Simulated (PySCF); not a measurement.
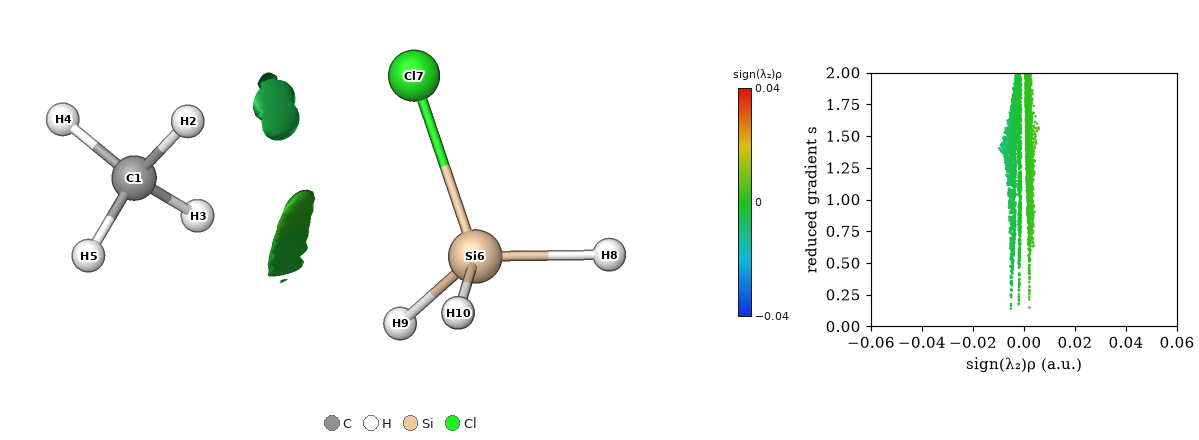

CH7ClSi, SMILES `C.[SiH3]Cl`. Non-covalent interaction surfaces between the fragments (reduced density gradient s = 0.5, coloured by sign(λ₂)ρ in a.u.; trimmed to the region between the fragments where ρ is under 0.06 a.u.). Fragment A: H4C (atoms 1–5); fragment B: SiH3Cl. The plot gives s against sign(λ₂)ρ for grid points between the fragments.

Level of theory: BP86/6-311G** (PySCF), at a geometry from GFN2-xTB. GFN2-xTB bond lengths at metals and heavier atoms can be off by up to 0.1 Å and shapes distorted, which carries into these values.

Coordinates in Å:

```
C1      -3.1494   -0.2317    0.0002
H2      -2.3113    0.4466    0.0909
H3      -3.0257   -0.8417   -0.8853
H4      -4.0662    0.3374   -0.0809
H5      -3.1963   -0.8679    0.8744
Si6      1.1994   -0.8581   -0.0001
Cl7      0.6302    1.0705   -0.0000
H8       2.1298   -1.0516   -1.1066
H9       0.0106   -1.6844   -0.1682
H10      1.8498   -1.1338    1.2759
```

**Which interactions hold the two fragments together?**

Bond critical points between the fragments: H2···Cl7, weak C–H hydrogen bond, 3.01 Å, ρ = 0.005 a.u. It is weak and appears green, as weak hydrogen bonds do. The pose is a local one from a semi-empirical search, not shown to be the most stable.

**How strongly are they bound?**

The counterpoise-corrected interaction energy of the frozen fragments is +0.8 kcal/mol without dispersion correction and −0.6 kcal/mol with D3(BJ). The pair geometry is semi-empirical, not a minimum at this level.

Run time: 51 s on 1 thread of Arm Neoverse V1, with other jobs on the host, peak memory 0.44 GiB.
